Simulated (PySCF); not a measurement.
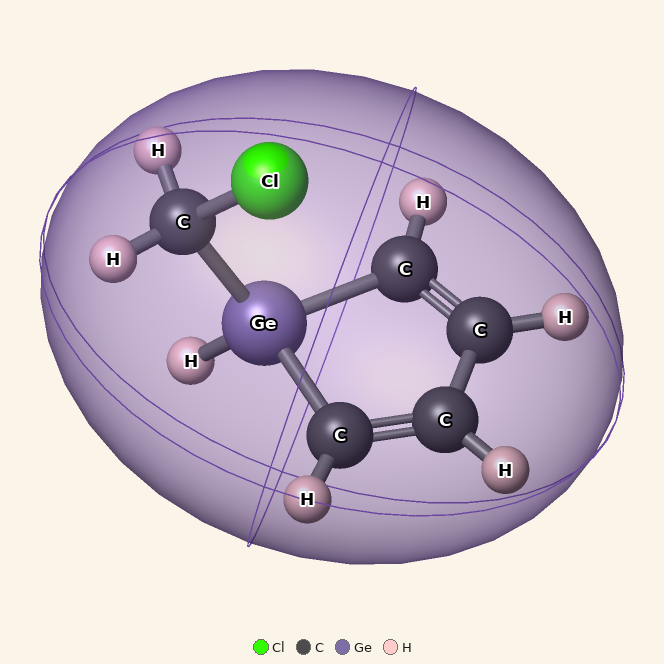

The ellipsoid shows the static dipole polarisability: its half-axes are proportional to the principal values. The computed structure is the end point of a GFN2-xTB optimisation. No frequency run is at hand to confirm it as a minimum. Level of theory: ωB97X-D/def2-SVPD (PySCF 2.14.0).

> How large and how anisotropic is the polarisability?

Principal values 88.4, 89.5, 110.1 bohr³; mean 96.0 bohr³ (14.22 Å³); anisotropy 21.2 bohr³, so the longest axis is 1.25 times the shortest.

The geometry is semi-empirical. Around Ge such bond lengths and angles can be off by a tenth of an ångström or more and by several degrees, and values that hang on the shape move with them.
